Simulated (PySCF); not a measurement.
Vertical excitations of a molecule C2H6ClFSi from PySCF with TDA-PBE/def2-SVPD, as energy in eV (oscillator strength): 6.84 (0.005), 7.11 (0.010), 7.18 (0.013), 7.28 (0.023), 7.44 (0.012), 7.47 (0.010), 7.48 (0.006), 7.63 (0.009), 7.72 (0.025), 7.82 (0.026). Lowest triplet (TDA): 6.21 eV. Geometry: B3LYP-D3(BJ)/def2-SVP. The values are those of a single conformer.

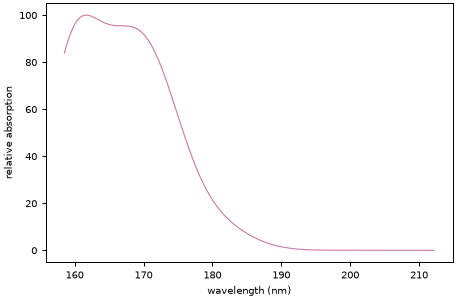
*The lines broadened by 0.4 eV.*

### Question
Identify the compound among the candidates.
(A) F[C@H]([SiH3])CCl
(B) F[C@@H](Cl)C[SiH3]
(C) C[Si](C)(F)Cl
(D) F[SiH2]CCCl

### Answer
B, F[C@@H](Cl)C[SiH3]
